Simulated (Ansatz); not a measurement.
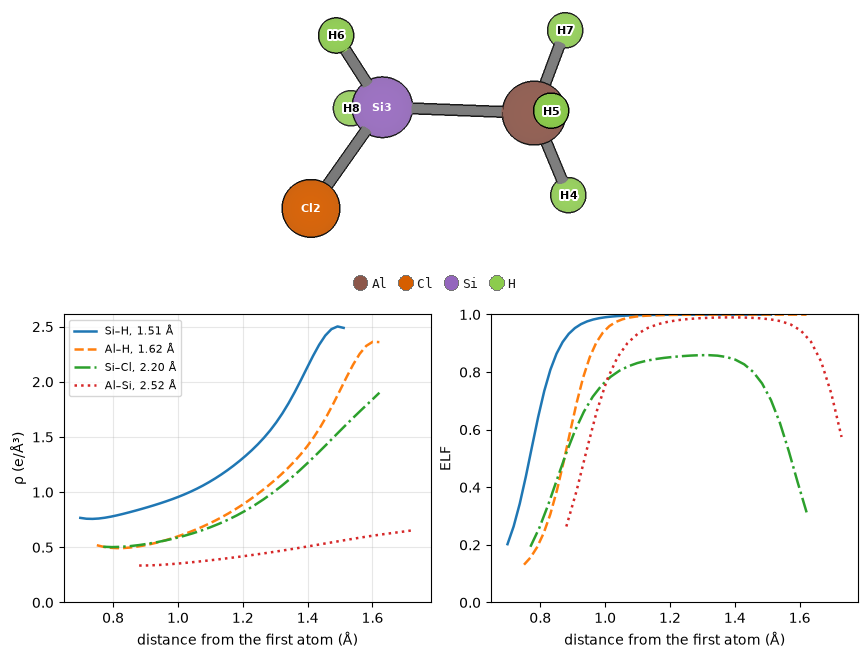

Figure. AlClH5Si (SMILES [AlH3-][SiH2]Cl) (charge −1). Total electron density and electron localisation function along straight lines between neighbouring atoms. The curves leave out the atomic cores. The structure is drawn too.

Geometry: B3LYP-D3(BJ)/def2-SVPD.

Computed with isolated molecule in a Gaussian basis; Kohn-Sham density functional theory, functional PBE0 in Ansatz.

```yaml
atoms:
  - { symbol: Al, position_ang: [-0.1393, -0.5724, -1.7017] }
  - { symbol: Cl, position_ang: [-0.4066, -0.7750, 2.2907] }
  - { symbol: Si, position_ang: [-0.7606, 0.4596, 0.5063] }
  - { symbol: H, position_ang: [-1.0401, -1.9051, -1.9038] }
  - { symbol: H, position_ang: [1.4538, -0.8726, -1.6847] }
  - { symbol: H, position_ang: [-0.0551, 1.7298, 0.9213] }
  - { symbol: H, position_ang: [-0.5350, 0.6069, -2.7552] }
  - { symbol: H, position_ang: [-2.2055, 0.8399, 0.7323] }
```

### What can be read from the curves?

Si–H (1.51 Å): the density is about 0.76 e/Å³ at the midpoint; the ELF climbs to about 1 towards the hydrogen, as it does in any bond to H.
Al–H (1.62 Å): the density is about 0.49 e/Å³ at the midpoint; the ELF climbs to about 1 towards the hydrogen.
Si–Cl (2.20 Å): ρ is about 0.68 e/Å³ halfway, with its minimum of 0.5 e/Å³ about 0.8 Å from Si; the ELF peaks at about 0.85 between the atoms; a polar covalent bond.
Al–Si (2.52 Å): ρ is about 0.44 e/Å³ halfway; the ELF peaks at about 1 between the atoms: localised, covalent bonding.
